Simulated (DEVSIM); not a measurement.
Device: Schottky contact on n-type GaAs, at 300 K.

| layer (left to right) | material | thickness (μm) | Nd (cm⁻³) | τn (s) | τp (s) |
|---|---|---|---|---|---|
| 1 | GaAs | 16.0 | 6.3e15 | 2.2e-9 | 2.2e-9 |

Left contact: Schottky, work function 5.04 eV, emission velocity 3.8e6 cm/s. Right contact: ohmic. Voltage is applied to the left contact. Recombination: SRH at mid-gap, radiative, Auger. Mobility is μmin + (μ − μmin)/(1 + (N/Nref)^α).

Constants are typed, rounded textbook-type inputs, not results; the design itself was drawn at random and stands for no fabricated device. Values at 300 K.

```
parameter        GaAs
-------------  ------
gap (eV)        1.424
affinity (eV)    4.07
permittivity     12.9
Nc (cm⁻³)      4.7e17
Nv (cm⁻³)        9e18
μn (cm²/Vs)      8500
μp (cm²/Vs)       400
μn,min            500
μp,min             20
Nref,n           6e16
Nref,p         1.5e17
αn               0.39
αp               0.38
B (cm³/s)       2e-10
Cn (cm⁶/s)      1e-30
Cp (cm⁶/s)      1e-30
```

DEVSIM, 1D drift-diffusion, Boltzmann statistics, complete ionisation; no tunnelling, impact ionisation, image-force lowering or self-heating. Metal contacts follow the ideal Schottky-Mott rule: no Fermi-level pinning, no interface dipoles.

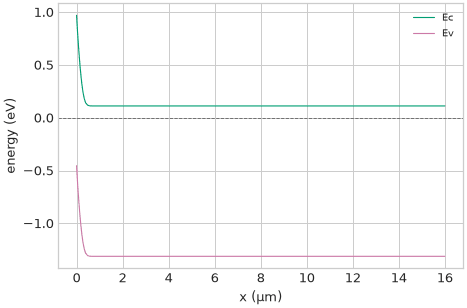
Figure. Band edges at zero bias

Energies count from the Fermi level of the right contact; mesh points crowd at the junctions.

| x (μm) | Ec (eV) | Ev (eV) | n (cm⁻³) | p (cm⁻³) | field (V/cm) |
|---|---|---|---|---|---|
| 0.000 | 0.970 | -0.454 | < 1e2 | 2.1e11 | -38000 |
| 0.01516 | 0.913 | -0.511 | 220 | 2.3e10 | -37000 |
| 0.04252 | 0.815 | -0.609 | 9600 | 5.3e8 | -35000 |
| 0.08445 | 0.678 | -0.746 | 2000000 | 2600000 | -31000 |
| 0.1927 | 0.395 | -1.029 | 1.1e11 | < 1e2 | -21000 |
| 0.3292 | 0.186 | -1.238 | 3.6e14 | < 1e2 | -9400 |
| 0.5755 | 0.113 | -1.311 | 6.0e15 | < 1e2 | -240 |
| 1.126 | 0.111 | -1.312 | 6.3e15 | < 1e2 | ≈ 0 |
| 1.928 | 0.111 | -1.312 | 6.3e15 | < 1e2 | ≈ 0 |
| 3.156 | 0.111 | -1.312 | 6.3e15 | < 1e2 | ≈ 0 |
| 5.375 | 0.111 | -1.312 | 6.3e15 | < 1e2 | ≈ 0 |
| 9.739 | 0.111 | -1.312 | 6.3e15 | < 1e2 | ≈ 0 |
| 12.32 | 0.111 | -1.312 | 6.3e15 | < 1e2 | ≈ 0 |
| 13.75 | 0.111 | -1.312 | 6.3e15 | < 1e2 | ≈ 0 |
| 14.89 | 0.111 | -1.312 | 6.3e15 | < 1e2 | ≈ 0 |
| 15.33 | 0.111 | -1.312 | 6.3e15 | < 1e2 | ≈ 0 |
| 15.61 | 0.111 | -1.312 | 6.3e15 | < 1e2 | ≈ 0 |
| 15.77 | 0.111 | -1.312 | 6.3e15 | < 1e2 | ≈ 0 |
| 15.90 | 0.111 | -1.312 | 6.3e15 | < 1e2 | ≈ 0 |
| 15.95 | 0.111 | -1.312 | 6.3e15 | < 1e2 | ≈ 0 |
| 15.98 | 0.111 | -1.312 | 6.3e15 | < 1e2 | ≈ 0 |
| 16.00 | 0.111 | -1.312 | 6.3e15 | < 1e2 | ≈ 0 |
